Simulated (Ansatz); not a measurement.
**Saddle-point search, with input and output: SiNH6F**

SiNH6F, computed with RHF/pcseg-2 (Ansatz 0.2.0).

Figures and captions count atoms from 1; the log counts them from 0 in places.

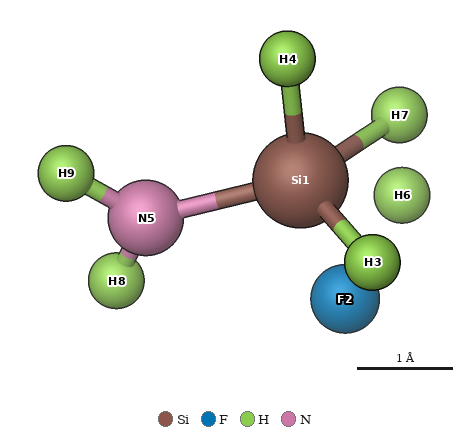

The starting structure (ball-and-stick view, seen at a tilt; atoms are numbered from 1 in the order of the input).

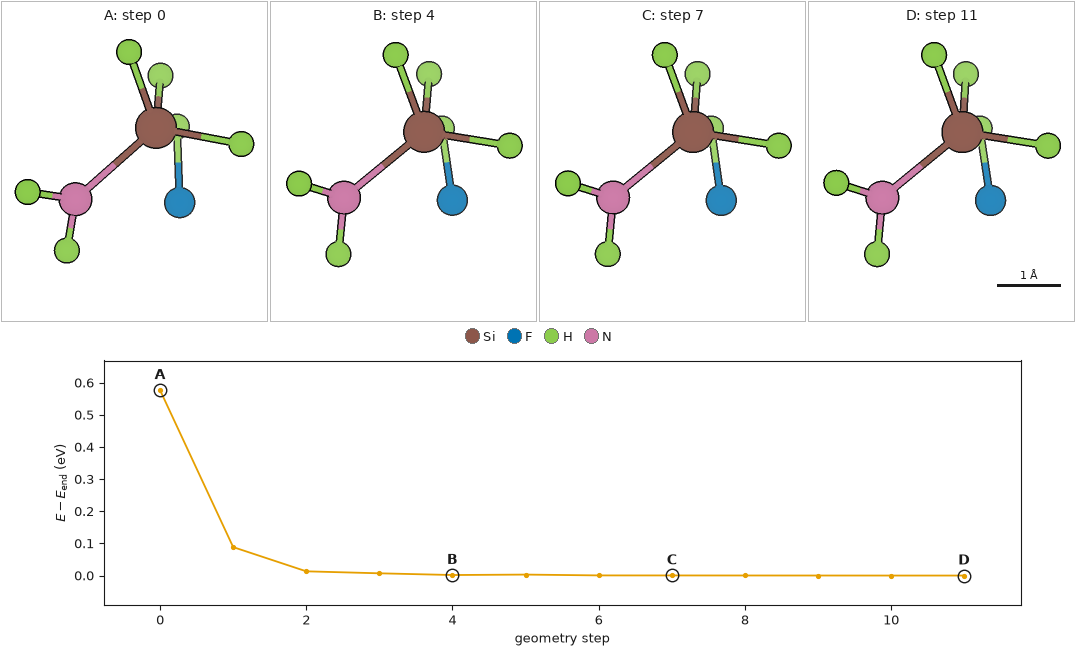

Frames of the saddle-point search (ball-and-stick view, seen at a tilt) above the curves, on which the letters mark them (the first geometry is step 0 here and step 1 in the log).

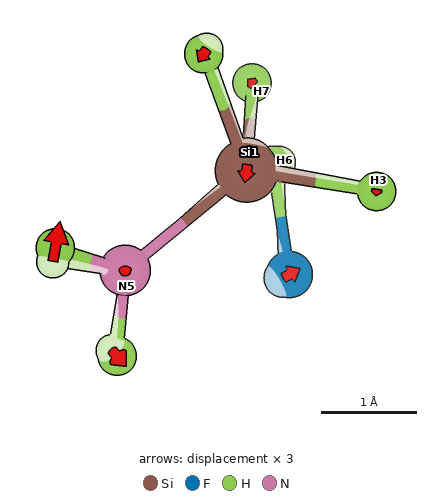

Start (faint) and end (solid) with the displacements as red arrows, magnified 3 times (ball-and-stick view, seen at a tilt). The two geometries are laid on each other by the best rigid fit. The largest move after the best rigid fit is that of H9, 0.15 Å. Largest moves by element: H 0.15 Å, F 0.07 Å, Si 0.07 Å, N 0.03 Å. Among the contacts that change: N5–H8 0.896 → 0.991 Å, Si1–N5 1.743 → 1.680 Å, F2–H6 1.243 → 1.181 Å, Si1–H7 1.646 → 1.697 Å. Among the angles that change: H8–N5–H9 103.2° → 114.0°, Si1–N5–H8 130.6° → 124.1°, Si1–N5–H9 126.1° → 121.9°. The energy falls by 0.577 eV in 11 geometry steps. Largest force component: 4.8 eV/Å at the start, 0.00027 eV/Å at the end. (Atoms are counted from 1 in the order of the input.)

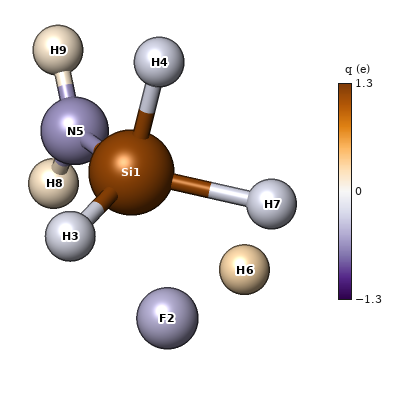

Mulliken charges, as the colour of each atom (ball-and-stick view, seen at a tilt; atoms are numbered from 1 in the order of the input). By element: Si +1.20, F −0.48, H −0.26 to +0.29 and N −0.63 e.

These pictures come from the run below.

## Input file
```yaml
crystal:
  periodic: [false, false, false]
  atoms:
    - {symbol: Si, position_ang: [0.445319, -0.022128, 0.338216]}
    - {symbol: F, position_ang: [0.023678, -0.859955, -1.410373]}
    - {symbol: H, position_ang: [1.122078, -1.264691, 0.712359]}
    - {symbol: H, position_ang: [0.945890, 0.988499, 1.281295]}
    - {symbol: N, position_ang: [-1.288467, 0.129028, 0.436650]}
    - {symbol: H, position_ang: [0.907325, 0.014321, -1.431211]}
    - {symbol: H, position_ang: [1.273980, 0.688140, -0.894199]}
    - {symbol: H, position_ang: [-1.935436, -0.261656, -0.043993]}
    - {symbol: H, position_ang: [-1.800768, 0.670114, 1.116472]}
basis:
  gaussian: {orbitals: pcseg-2}
hamiltonian: {xc: hf}
saddle:
  f_tol: 0.02
  max_steps: 40
  mode_guess:
    - [0.1838, 0.2964, 0.1669]
    - [0.1814, 0.1147, -0.4307]
    - [-0.0382, 0.0629, -0.0340]
    - [0.0116, 0.1035, 0.2598]
    - [0.0767, 0.0051, -0.0313]
    - [-0.3972, -0.5126, -0.1702]
    - [-0.0864, -0.0472, 0.2541]
    - [0.0473, 0.0014, -0.0007]
    - [0.0210, -0.0242, -0.0139]
```

Launched with:
```bash
ansatz run in.yaml --threads 2 --pin off --events-out ev --progress --plain --max-ram 4352MiB
```

## What the program printed
```
Functional definition: HF
  name "HF"
  cite "Fock, Z. Phys. 61, 126 (1930) doi:10.1007/BF01340294"
  parent pbe
  exchange = exact_x
  correlation = 0
1030 factors; their error is unknown
mean field evaluation 1: about -12140.7146 eV, gradient 4.5e1 eV
mean field evaluation 2: about -12143.4180 eV, gradient 2.8e1 eV
mean field evaluation 4: about -12144.7475 eV, gradient 1.3e0 eV
mean field evaluation 8: about -12144.9981 eV, gradient 4.8e-1 eV
mean field -12144.99836115 eV, -446.3204575966 hartree, gradient 1.4e-5 eV, S^2 0.000000; 0 other end points of the search recorded, 0 dependent functions left out
the calculation of the forces begins
reference -12144.99836115 eV, -446.3204575966 hartree; 18, 18 occupied and 160, 160 virtual orbitals, 1030 factors
these checks for a lower state are left out or cut short: stability, starts, cluster_reference, orbital_swaps, neighbouring_geometries, increment
1030 factors; their error is unknown
mean field evaluation 16: about -12144.7496 eV, gradient 2.3e-3 eV
mean field -12144.99713965 eV, -446.3204127073 hartree, gradient 1.4e-6 eV, S^2 0.000000; 0 other end points of the search recorded, 0 dependent functions left out
[... from here on the field's lines of each further geometry are left out, up to the last ...]
saddle step   1: F+E_penalty+E_count = -12144.99836115 eV  max|allowed force component| = 4.833e0 eV/Å  curvature = -18.6360 eV/Å²  mode residual = 3.45e0 eV/Å²  Δτ_max = 0.0000 Å  (1 rotations, 3 force calls, 79 SCF iters)  cluster: 3 rotations left out, max|force component along them| = 3.317e-8 eV/Å
saddle step   2: F+E_penalty+E_count = -12145.48661682 eV  max|allowed force component| = 1.621e0 eV/Å  curvature = -15.7255 eV/Å²  mode residual = 3.54e0 eV/Å²  Δτ_max = 0.1770 Å  (1 rotations, 3 force calls, 81 SCF iters)  cluster: 3 rotations left out, max|force component along them| = 1.890e-8 eV/Å
saddle step   3: F+E_penalty+E_count = -12145.56197236 eV  max|allowed force component| = 7.907e-1 eV/Å  curvature = -17.5422 eV/Å²  mode residual = 1.12e0 eV/Å²  Δτ_max = 0.0877 Å  (1 rotations, 3 force calls, 75 SCF iters)  cluster: 3 rotations left out, max|force component along them| = 5.428e-8 eV/Å
saddle step   4: F+E_penalty+E_count = -12145.56814774 eV  max|allowed force component| = 5.868e-1 eV/Å  curvature = -17.7672 eV/Å²  mode residual = 8.64e-1 eV/Å²  Δτ_max = 0.0154 Å  (1 rotations, 3 force calls, 76 SCF iters)  cluster: 3 rotations left out, max|force component along them| = 1.003e-8 eV/Å
saddle step   5: F+E_penalty+E_count = -12145.57348479 eV  max|allowed force component| = 1.227e-1 eV/Å  curvature = -17.7044 eV/Å²  mode residual = 5.40e-1 eV/Å²  Δτ_max = 0.0147 Å  (1 rotations, 3 force calls, 75 SCF iters)  cluster: 3 rotations left out, max|force component along them| = 1.142e-8 eV/Å
saddle step   6: F+E_penalty+E_count = -12145.57212238 eV  max|allowed force component| = 1.923e-1 eV/Å  curvature = -18.3956 eV/Å²  mode residual = 8.85e-1 eV/Å²  Δτ_max = 0.0178 Å  (1 rotations, 3 force calls, 76 SCF iters)  cluster: 3 rotations left out, max|force component along them| = 1.066e-8 eV/Å
saddle step   7: F+E_penalty+E_count = -12145.57468029 eV  max|allowed force component| = 4.652e-2 eV/Å  curvature = -17.9100 eV/Å²  mode residual = 2.83e-1 eV/Å²  Δτ_max = 0.0114 Å  (1 rotations, 3 force calls, 78 SCF iters)  cluster: 3 rotations left out, max|force component along them| = 9.495e-9 eV/Å
saddle step   8: F+E_penalty+E_count = -12145.57478680 eV  max|allowed force component| = 2.777e-2 eV/Å  curvature = -17.8776 eV/Å²  mode residual = 2.39e-1 eV/Å²  Δτ_max = 0.0016 Å  (1 rotations, 3 force calls, 77 SCF iters)  cluster: 3 rotations left out, max|force component along them| = 9.439e-9 eV/Å
saddle step   9: F+E_penalty+E_count = -12145.57491900 eV  max|allowed force component| = 3.019e-2 eV/Å  curvature = -17.8490 eV/Å²  mode residual = 1.63e-1 eV/Å²  Δτ_max = 0.0041 Å  (1 rotations, 3 force calls, 77 SCF iters)  cluster: 3 rotations left out, max|force component along them| = 9.686e-9 eV/Å
saddle step  10: F+E_penalty+E_count = -12145.57501779 eV  max|allowed force component| = 3.535e-2 eV/Å  curvature = -17.8346 eV/Å²  mode residual = 1.83e-1 eV/Å²  Δτ_max = 0.0047 Å  (1 rotations, 3 force calls, 77 SCF iters)  cluster: 3 rotations left out, max|force component along them| = 9.886e-9 eV/Å
saddle step  11: F+E_penalty+E_count = -12145.57511286 eV  max|allowed force component| = 1.212e-2 eV/Å  curvature = -17.8325 eV/Å²  mode residual = 1.63e-1 eV/Å²  Δτ_max = 0.0091 Å  (1 rotations, 11 force calls, 268 SCF iters)  cluster: 3 rotations left out, max|force component along them| = 1.065e-8 eV/Å
saddle search: the force at step 12 is within saddle.f_tol, and the search now checks the order of the point unasked, as it does wherever a lone molecule whose rigid rotations it leaves out would converge (saddle.isolated_cluster): at most 100 rotations across the mode and 202 force calls, two more next to a line or behind a second negative curvature, two more where it reads a positive, two for each turn that reads one and six more at each negative that it reads, and up to 22 at one that stands (24 where saddle.amplitude is under 0.005 Å), over each length that the point is read over (saddle.order_check: false declines the check)
saddle search: the rotation starts from a random direction (saddle.seed = 0)
the calculation of the forces begins
reference -12145.57513432 eV, -446.3416536197 hartree; 18, 18 occupied and 160, 160 virtual orbitals, 1030 factors
1030 factors; their error is unknown
mean field -12145.57514312 eV, -446.3416539430 hartree, gradient 1.5e-5 eV, S^2 0.000000; 1 other end points of the search recorded, 0 dependent functions left out
the calculation of the forces begins
reference -12145.57514312 eV, -446.3416539430 hartree; 18, 18 occupied and 160, 160 virtual orbitals, 1030 factors
saddle step  12: F+E_penalty+E_count = -12145.57514312 eV  max|allowed force component| = 2.666e-4 eV/Å  curvature = -17.7763 eV/Å² (error put at 0.0158; -17.7921 at half of saddle.amplitude)  mode residual = 1.19e-1 eV/Å²  Δτ_max = 0.0036 Å  (1 rotations, 44 force calls, 1058 SCF iters)  order check (unasked): positive, curvature across the mode = +0.7117 eV/Å²; +0.5809 less its residual, +0.5808 less it at half of saddle.amplitude; error put at 0.0001 (37 force calls)  cluster: 3 rotations left out, max|force component along them| = 1.095e-8 eV/Å
Total energy: -12145.57514312 eV, -446.3416539430 hartree
Atom 0 at     0.388374    -0.060449     0.334127 Å, force    -0.000048     0.000174     0.000253 eV/Å
Atom 1 at     0.093211    -0.878914    -1.420032 Å, force     0.000093     0.000178     0.000145 eV/Å
Atom 2 at     1.099001    -1.280846     0.709214 Å, force    -0.000006    -0.000039    -0.000047 eV/Å
Atom 3 at     0.891951     0.981499     1.260691 Å, force    -0.000035    -0.000158    -0.000123 eV/Å
Atom 4 at    -1.274561     0.143326     0.463249 Å, force    -0.000120    -0.000102    -0.000267 eV/Å
Atom 5 at     0.836014     0.038834    -1.396238 Å, force    -0.000003     0.000052     0.000055 eV/Å
Atom 6 at     1.273840     0.721537    -0.883495 Å, force    -0.000105    -0.000150    -0.000144 eV/Å
Atom 7 at    -1.937540    -0.331146    -0.099679 Å, force     0.000161     0.000043     0.000148 eV/Å
Atom 8 at    -1.676691     0.747832     1.137378 Å, force     0.000063     0.000004    -0.000020 eV/Å
Dipole moment:    -0.131076     0.239446     0.156146 e Å
```

## Trajectory as extended XYZ (Å, eV, eV/Å), 12 frames, from step=1 to step=12
```
9
Properties=species:S:1:pos:R:3:forces:R:3 step=1 energy=-12144.99836
Si    0.4453   -0.0221    0.3382   -2.6678  -0.8398  -0.3130
F     0.0237   -0.8600   -1.4104    0.8648   0.2525  -0.0710
H     1.1221   -1.2647    0.7124    0.0739   0.1002  -0.0746
H     0.9459    0.9885    1.2813   -0.0155   0.2362  -0.0761
N    -1.2885    0.1290    0.4366    4.8329   3.7888   4.7194
H     0.9073    0.0143   -1.4312   -0.8324  -0.2702   0.4403
H     1.2740    0.6881   -0.8942    0.5444   0.2739  -0.2271
H    -1.9354   -0.2617   -0.0440   -4.0002  -3.5354  -4.3784
H    -1.8008    0.6701    1.1165    1.2000  -0.0062  -0.0194
9
Properties=species:S:1:pos:R:3:forces:R:3 step=2 energy=-12145.48662
Si    0.3831   -0.0463    0.3306   -0.1321   0.4664   0.5988
F     0.1481   -0.8987   -1.4562   -0.3419   0.3575  -0.2149
H     1.0977   -1.2679    0.6965   -0.1002  -0.0052   0.0621
H     0.8691    1.0028    1.2502    0.0065  -0.0028   0.1950
N    -1.3099    0.1585    0.4722    1.6213   0.2458   0.2853
H     0.7720    0.0363   -1.4037    0.1554  -0.7065  -0.4036
H     1.3187    0.6780   -0.8601   -0.4004   0.2245   0.2273
H    -1.9150   -0.3281   -0.1322   -0.7175   0.0591   0.1347
H    -1.6702    0.7470    1.2079   -0.0910  -0.6387  -0.8847
9
Properties=species:S:1:pos:R:3:forces:R:3 step=3 energy=-12145.56197
Si    0.4002   -0.0518    0.3356   -0.7907   0.0963  -0.0262
F     0.0943   -0.8690   -1.4367    0.1391   0.0275  -0.0157
H     1.1002   -1.2791    0.7124   -0.0089   0.0343  -0.0233
H     0.8956    0.9980    1.2431    0.0288   0.0497   0.1665
N    -1.2889    0.1476    0.4618    0.6480   0.0326   0.0965
H     0.8560    0.0136   -1.3930   -0.2561  -0.1396  -0.1561
H     1.2775    0.7157   -0.8792    0.0948   0.0069   0.1021
H    -1.9545   -0.3164   -0.1090    0.0737   0.0157   0.0537
H    -1.6868    0.7230    1.1702    0.0713  -0.1235  -0.1976
9
Properties=species:S:1:pos:R:3:forces:R:3 step=4 energy=-12145.56815
Si    0.3971   -0.0521    0.3341   -0.5868   0.0013  -0.0289
F     0.0953   -0.8744   -1.4302    0.0889   0.0860  -0.0137
H     1.0990   -1.2781    0.7116   -0.0054   0.0329  -0.0063
H     0.8945    0.9958    1.2438    0.0263   0.0585   0.1428
N    -1.2852    0.1474    0.4617    0.4488  -0.0209   0.0027
H     0.8463    0.0251   -1.3962   -0.1344  -0.1336  -0.0804
H     1.2870    0.7124   -0.8782    0.0082   0.0036   0.0308
H    -1.9536   -0.3171   -0.1059    0.1003   0.0019   0.0360
H    -1.6869    0.7224    1.1645    0.0540  -0.0295  -0.0829
9
Properties=species:S:1:pos:R:3:forces:R:3 step=5 energy=-12145.57349
Si    0.3893   -0.0548    0.3326   -0.1227  -0.0672  -0.0359
F     0.0945   -0.8743   -1.4217   -0.0449  -0.0077  -0.0149
H     1.0961   -1.2764    0.7136   -0.0011   0.0107  -0.0033
H     0.8889    0.9896    1.2503    0.0292   0.0523   0.0687
N    -1.2779    0.1478    0.4615    0.0729  -0.1032  -0.1215
H     0.8378    0.0370   -1.3983    0.0099  -0.0580  -0.0229
H     1.2884    0.7086   -0.8840    0.0016   0.0764   0.0313
H    -1.9440   -0.3228   -0.1044    0.0814   0.0287   0.0561
H    -1.6795    0.7270    1.1557   -0.0262   0.0680   0.0424
9
Properties=species:S:1:pos:R:3:forces:R:3 step=6 energy=-12145.57212
Si    0.3859   -0.0576    0.3302    0.1285   0.0098   0.0484
F     0.0843   -0.8800   -1.4181    0.1260   0.1349  -0.0069
H     1.0957   -1.2766    0.7119    0.0035  -0.0074  -0.0125
H     0.8880    0.9853    1.2553    0.0068   0.0085   0.0284
N    -1.2737    0.1478    0.4593   -0.1022  -0.0308  -0.0358
H     0.8371    0.0312   -1.3998    0.0039   0.0310   0.0536
H     1.2865    0.7254   -0.8784   -0.1360  -0.1923  -0.1111
H    -1.9357   -0.3276   -0.1046   -0.0021   0.0178   0.0284
H    -1.6744    0.7338    1.1494   -0.0284   0.0284   0.0076
9
Properties=species:S:1:pos:R:3:forces:R:3 step=7 energy=-12145.57468
Si    0.3874   -0.0565    0.3319    0.0118  -0.0266  -0.0052
F     0.0900   -0.8754   -1.4198    0.0093   0.0098  -0.0121
H     1.0961   -1.2767    0.7129    0.0012   0.0000  -0.0086
H     0.8886    0.9868    1.2547    0.0162   0.0247   0.0324
N    -1.2754    0.1477    0.4602   -0.0179  -0.0433  -0.0465
H     0.8391    0.0342   -1.3985   -0.0003  -0.0055   0.0040
H     1.2840    0.7157   -0.8838   -0.0215  -0.0088  -0.0051
H    -1.9391   -0.3256   -0.1039    0.0216   0.0104   0.0241
H    -1.6771    0.7315    1.1515   -0.0205   0.0394   0.0170
9
Properties=species:S:1:pos:R:3:forces:R:3 step=8 energy=-12145.57479
Si    0.3874   -0.0568    0.3321    0.0106  -0.0210  -0.0054
F     0.0903   -0.8753   -1.4198    0.0039  -0.0024  -0.0119
H     1.0963   -1.2769    0.7125    0.0008  -0.0001  -0.0078
H     0.8890    0.9864    1.2556    0.0129   0.0189   0.0243
N    -1.2754    0.1477    0.4601   -0.0094  -0.0225  -0.0195
H     0.8396    0.0341   -1.3982   -0.0051  -0.0029   0.0009
H     1.2825    0.7158   -0.8844   -0.0085   0.0015   0.0033
H    -1.9387   -0.3260   -0.1035    0.0072   0.0007   0.0108
H    -1.6774    0.7326    1.1508   -0.0125   0.0278   0.0053
9
Properties=species:S:1:pos:R:3:forces:R:3 step=9 energy=-12145.57492
Si    0.3874   -0.0576    0.3325    0.0149  -0.0077  -0.0013
F     0.0908   -0.8761   -1.4196   -0.0004  -0.0121  -0.0083
H     1.0970   -1.2778    0.7113   -0.0002   0.0000  -0.0040
H     0.8902    0.9855    1.2576    0.0034   0.0032   0.0056
N    -1.2753    0.1474    0.4599   -0.0018   0.0158   0.0302
H     0.8399    0.0346   -1.3975   -0.0075   0.0052   0.0003
H     1.2796    0.7171   -0.8848    0.0039   0.0067   0.0070
H    -1.9379   -0.3272   -0.1024   -0.0166  -0.0144  -0.0115
H    -1.6779    0.7358    1.1483    0.0043   0.0033  -0.0180
9
Properties=species:S:1:pos:R:3:forces:R:3 step=10 energy=-12145.57502
Si    0.3876   -0.0587    0.3329    0.0098   0.0016   0.0023
F     0.0916   -0.8774   -1.4195   -0.0030  -0.0107  -0.0018
H     1.0976   -1.2790    0.7103   -0.0009   0.0002  -0.0010
H     0.8914    0.9844    1.2591   -0.0029  -0.0075  -0.0064
N    -1.2751    0.1472    0.4600    0.0001   0.0177   0.0353
H     0.8389    0.0361   -1.3969   -0.0024   0.0087   0.0008
H     1.2773    0.7186   -0.8847    0.0055   0.0062   0.0041
H    -1.9377   -0.3288   -0.1013   -0.0154  -0.0123  -0.0129
H    -1.6780    0.7393    1.1452    0.0093  -0.0039  -0.0204
9
Properties=species:S:1:pos:R:3:forces:R:3 step=11 energy=-12145.57511
Si    0.3885   -0.0601    0.3338   -0.0009   0.0121   0.0064
F     0.0931   -0.8790   -1.4199    0.0015  -0.0035  -0.0015
H     1.0982   -1.2806    0.7098    0.0010  -0.0029  -0.0010
H     0.8924    0.9815    1.2615   -0.0028  -0.0061  -0.0091
N    -1.2744    0.1460    0.4609    0.0071  -0.0021   0.0115
H     0.8364    0.0383   -1.3965   -0.0054  -0.0013  -0.0009
H     1.2733    0.7214   -0.8841    0.0071   0.0042   0.0041
H    -1.9370   -0.3317   -0.0994   -0.0080  -0.0019  -0.0068
H    -1.6769    0.7458    1.1390    0.0005   0.0015  -0.0026
9
Properties=species:S:1:pos:R:3:forces:R:3 step=12 energy=-12145.57514
Si    0.3884   -0.0604    0.3341    0.0000   0.0002   0.0003
F     0.0932   -0.8789   -1.4200    0.0001   0.0002   0.0001
H     1.0990   -1.2808    0.7092    0.0000   0.0000   0.0000
H     0.8920    0.9815    1.2607    0.0000  -0.0002  -0.0001
N    -1.2746    0.1433    0.4632   -0.0001  -0.0001  -0.0003
H     0.8360    0.0388   -1.3962    0.0000   0.0001   0.0001
H     1.2738    0.7215   -0.8835   -0.0001  -0.0001  -0.0001
H    -1.9375   -0.3311   -0.0997    0.0002   0.0000   0.0001
H    -1.6767    0.7478    1.1374    0.0001   0.0000   0.0000
```

## Summary

- outcome: converged
- total energy: −12145.5751 eV
- largest force (length of the vector) at the end: under 0.001 eV/Å
- dipole moment: 1.51 D
- hardware: 2 threads of Arm Neoverse V2, 23 GiB of memory available, shared host
- wall time: 1.8 min (CPU time 3.4 min)
- peak memory: 0.4 GiB
